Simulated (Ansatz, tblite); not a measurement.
# Ta(NH)F3 (F3HNTa): a ladder of methods and basis sets

Aim: run the singlet of Ta(NH)F3 (F3HNTa) at one geometry on many levels, and compare frontier levels, spin and run time.

Program: Ansatz 0.2.0, Gaussian basis. Level of theory: as each input shows. These are calculated values, not measurements.

Plan: GFN1-xTB, GFN2-xTB, PBE-D4/def2-TZVP, r2SCAN-D4/def2-TZVP, BHLYP-D4/def2-TZVP, r2SCANh-D4/def2-TZVP, ωB97M-V/def2-TZVP, PBE-QIDH/def2-TZVP, HF/def2-TZVP, B3LYP-D4/def2-TZVP, B97M-V/def2-TZVP, PBE-D4/def2-SVP, PBE0-D4/def2-SVP, CCSD(T)/def2-TZVPP, MP2/def2-TZVP, RPA/def2-TZVP.

**1. The geometry**

The singlet was relaxed beforehand with r2SCAN-D4/def2-SVP.

6 atoms, charge 0, spin multiplicity 1.

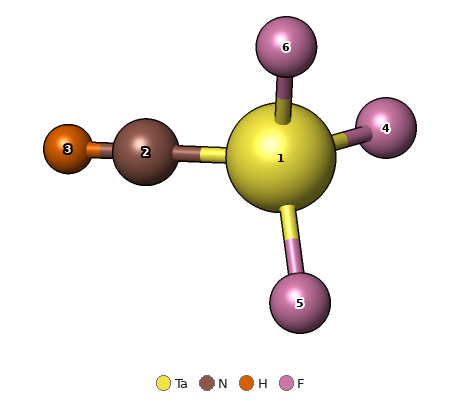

The geometry (tantalum yellow, nitrogen brown, hydrogen orange, fluorine pink); atoms are numbered from 1 in the order of the file.

Formally the metal is d0. Ta takes a core potential in the def2 sets. No spin-orbit coupling is included.

PBE0-D4/def2-TZVP was run before; its log isn't repeated, and its numbers join the tables.

**2. GFN1-xTB**

Tight binding, by tblite at 300 K electronic temperature and without a spin-polarisation term:

```python
tblite.interface.Calculator('GFN1-xTB', numbers, positions, charge=0, uhf=0).singlepoint()
```

Energy -578.8151 eV, HOMO -11.42 eV, LUMO -7.65 eV; 0.004 s.

**3. GFN2-xTB**

Tight binding, by tblite at 300 K electronic temperature and without a spin-polarisation term:

```python
tblite.interface.Calculator('GFN2-xTB', numbers, positions, charge=0, uhf=0).singlepoint()
```

Energy -537.0770 eV, HOMO -11.59 eV, LUMO -7.92 eV; 0.003 s.

**4. PBE-D4/def2-TZVP**

start.molden holds the orbitals of an earlier run on this state, given as this run's starting guess.

Contents of in.yaml:

```yaml
crystal:
  periodic: [false, false, false]
  atoms:
    - {symbol: Ta, position_ang: [-0.006741, -0.003246, -0.473779]}
    - {symbol: N, position_ang: [0.018184, 0.008898, 1.288309]}
    - {symbol: H, position_ang: [0.032709, 0.015770, 2.302338]}
    - {symbol: F, position_ang: [1.783927, -0.002137, -1.064483]}
    - {symbol: F, position_ang: [-0.918529, 1.548216, -1.036867]}
    - {symbol: F, position_ang: [-0.909548, -1.567511, -1.015518]}
basis:
  gaussian: {orbitals: def2-TZVP, initial_orbitals: start.molden}
hamiltonian: {xc: pbe, dispersion: d4}
scf: {omitted_lower_state_checks: [starts]}
output: {orbitals: {seedname: orbitals}}
```

Run with:

```
ansatz run in.yaml --threads 4 --pin off --events-out ev --progress --plain --max-ram 3916MiB
```

The runs that follow: r2SCAN-D4/def2-TZVP; BHLYP-D4/def2-TZVP; r2SCANh-D4/def2-TZVP; ωB97M-V/def2-TZVP; PBE-QIDH/def2-TZVP; HF/def2-TZVP; B3LYP-D4/def2-TZVP; B97M-V/def2-TZVP; PBE-D4/def2-SVP; PBE0-D4/def2-SVP; CCSD(T)/def2-TZVPP; MP2/def2-TZVP; RPA/def2-TZVP.

**Question.** What will the summary of the whole plan be? Wanted: gap in def2-TZVP, named functionals and Hartree-Fock, smallest and largest; correlation energy, CCSD(T)/def2-TZVPP; correlation energy, MP2/def2-TZVP; binding an atom, CCSD(T)/def2-TZVPP; PBE0 total energy, smallest basis above largest.

**Answer**, as computed:

| quantity | value |
| --- | --- |
| gap in def2-TZVP, named functionals and Hartree-Fock, smallest and largest | 5.07 eV (PBE-D4), 13.48 eV (HF) |
| correlation energy, CCSD(T)/def2-TZVPP | -38.00 eV |
| correlation energy, MP2/def2-TZVP | -35.90 eV |
| binding an atom, CCSD(T)/def2-TZVPP | 4.792 eV |
| PBE0 total energy, smallest basis above largest | 12.20 eV (def2-SVP, def2-TZVP) |

What this shows: Over the named functionals and Hartree-Fock in def2-TZVP the gap runs from 5.07 eV (PBE-D4) to 13.48 eV (HF); exact exchange widens it. The functionals in def2-TZVP miss CCSD(T)/def2-TZVPP by -0.297 (BHLYP-D4) to +0.300 eV (PBE-D4) an atom. The reference is CCSD(T) in one finite basis, so it carries an error of its own, often a tenth of an eV or more, and near misses can't be ranked.
